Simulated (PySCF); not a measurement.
# C$_{5}$H$_{15}$PSi$_{2}$ (SMILES P[SiH2][SiH2]C1CCCC1): what the fields show

Input file:

```
{"job": {"kind": "nmr", "xc": "PBE0", "basis": "pcSseg-1"}, "charge": 0, "multiplicity": 1}
P      4.637473     0.066070     0.105430
Si     2.570873    -0.761727    -0.117324
Si     0.891703     0.850857    -0.079197
C     -0.685209     0.161058    -0.909160
C     -1.077363    -1.222322    -0.393853
C     -1.743535    -0.928796     0.949660
C     -2.400939     0.453612     0.784208
C     -1.928650     0.987019    -0.574898
H      4.479789     1.064711    -0.835621
H      4.319743     0.920859     1.143307
H      2.473570    -1.749147     0.969281
H      2.634851    -1.546816    -1.359975
H      0.597554     1.307506     1.290283
H      1.240753     2.086385    -0.806549
H     -0.524967     0.133450    -1.990822
H     -1.799867    -1.677937    -1.075859
H     -0.229553    -1.901898    -0.297528
H     -0.986778    -0.896167     1.734482
H     -2.468647    -1.695558     1.220346
H     -3.487965     0.383556     0.815281
H     -2.092560     1.121948     1.587322
H     -1.725831     2.056971    -0.546131
H     -2.699197     0.813350    -1.329668
```

Run with:

```sh
OMP_NUM_THREADS=1 python probes_run.py task.json out
```

Geometry: GFN2-xTB.

Level of theory: PBE0/pcSseg-1, SCF density, gas phase, non-relativistic (PySCF 2.14.0).

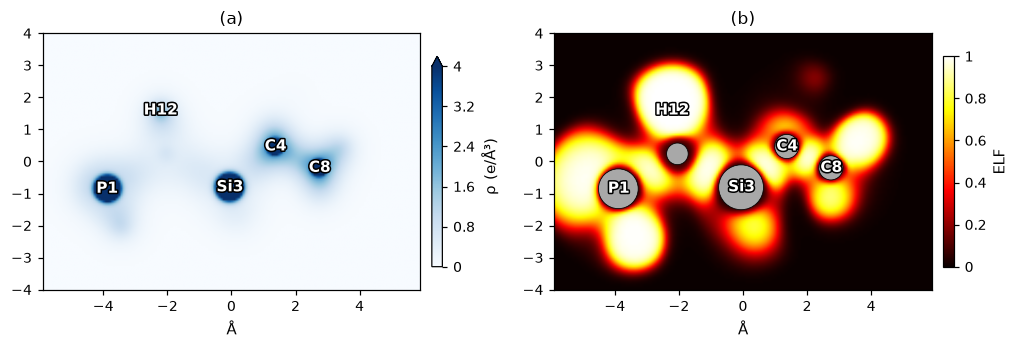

Figure 1. (a) total electron density; (b) ELF on the plane of atoms Si3, C4 and C8. Grey discs cover the atomic cores in the ELF map.

What do the fields say about this system?

Answer. Atoms in the plane: P, Si, C and H. C–C (1.53 Å): ρ is about 1.6 e/Å³ halfway; the ELF peaks at about 0.95 between the atoms: a covalent bond. C–Si (1.91 Å): ρ at the midpoint is about 0.91 e/Å³; the ELF peaks at about 0.95 between the atoms (localised, covalent bonding). The ELF also peaks beside P1, away from the bonds: lone-pair regions.

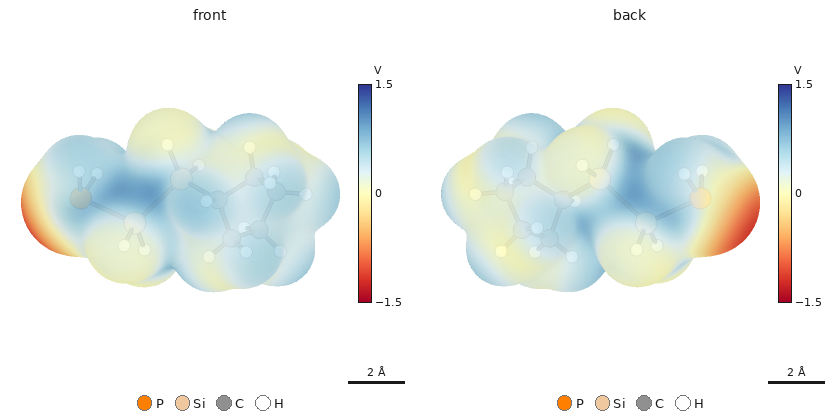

Figure 2. The electrostatic potential painted on the density surface at 0.002 e/bohr³, seen from the front and from behind; the colour scale runs from red (negative) to blue (positive).

Describe the electrostatic potential map.

Answer. The most negative region (about −1.1 V) lies over P1, the most positive (about +0.9 V) over Si2 and Si3.

How polar is the molecule by this calculation?

Answer. Its dipole moment is 1.95 D.
